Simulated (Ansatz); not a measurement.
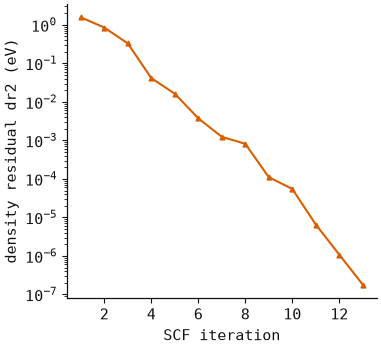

The plot shows the SCF iterations of a calculation: density residual dr2. dr2 is the charge part; the magnetisation has a residual of its own.

Rb₄Sb (5 atoms in the cell), run with Ansatz.

```
crystal:
  lattice:
    - [-4.521491008, 4.521491008, 4.521491008]
    - [4.521491008, -4.521491008, 4.521491008]
    - [4.521491008, 4.521491008, -4.521491008]
  atoms:
    - { symbol: Rb, position: [0.5, 0.5, 0.5], spin: 1.0 }
    - { symbol: Rb, position: [0.0, 0.0, 0.5], spin: 2.0 }
    - { symbol: Rb, position: [0.0, 0.5, 0.0], spin: 2.0 }
    - { symbol: Rb, position: [0.5, 0.0, 0.0], spin: 1.0 }
    - { symbol: Sb, position: [0.0, 0.0, 0.0], spin: 1.0 }
basis:
  ecutwfc: 420
  ecutrho_ratio: 12
kpoints:
  mp_grid: { grid: [6, 6, 6] }
hamiltonian:
  xc: pbe
scf:
  occupations: { method: gaussian, width: 0.1 }
  n_extra_bands: 16
output:
  forces: true
  eigenvalues: true
  stress: true
magnetization:
  spin_polarized: true
```

Command:
```bash
ansatz run input.yaml --threads 1 --pin off --max-ram 2560MiB --backend cpu --events-out ev --progress --plain --runs-dir out
```

Was self-consistency reached?

Answer. It did not finish: the time limit cut it off after 13 iterations. The residual is still falling at the last step (down to 1.8 × 10⁻⁷). The program keeps the magnetisation out of the quasi-Newton mixer until iteration 7 and then restarts the mixer with it. From the first spectrum the program read the system as a metal and chose the Kerker preconditioner.

Read the residual at the first and at the last step drawn.

Answer. It starts near 2 and ends near 2 × 10⁻⁷ eV.
